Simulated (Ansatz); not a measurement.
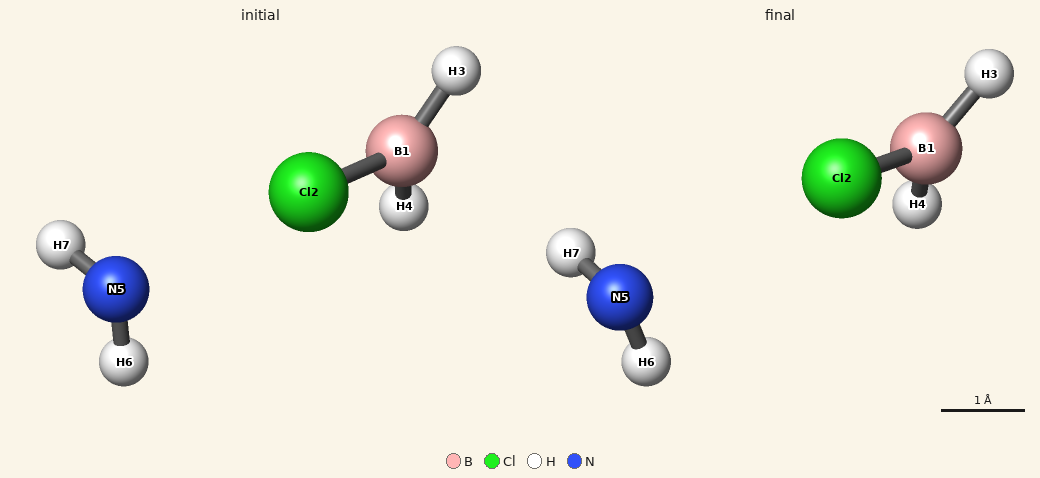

The structure of BNH4Cl (multiplicity 2) before (left) and after (right) a relaxation, at one scale.

Style: ball-and-stick. Shown from a free direction.

The run prepares an end point of a later path (reaction) calculation, from a guessed geometry.

These are results of UKS B3LYP/6-31G* (Ansatz), not measurements. Set-up: collinear spin; force threshold 0.03 eV/Å; at most 50 steps.

Question: Summarise the run.

Answer: The largest moves after the best rigid fit, 0.23 Å, are those of Cl2 and N5. Largest moves by element: Cl 0.23 Å, N 0.23 Å, H 0.19 Å, B 0.06 Å. Some distances before and after: B1–Cl2 1.821 → 1.751 Å. After 9 accepted moves (11 points after the start) the energy has fallen by 0.071 eV. The largest force component goes from 1.4 to 0.0048 eV/Å. The line search rejected the trial steps at points 7, 9 of the run. The forces were under the threshold at step 6, but the run went on from there.

Limits of the set-up: the start holds two separate molecules, 2.9 Å apart at their closest, whose relative position is a soft coordinate and is computed without a dispersion correction.
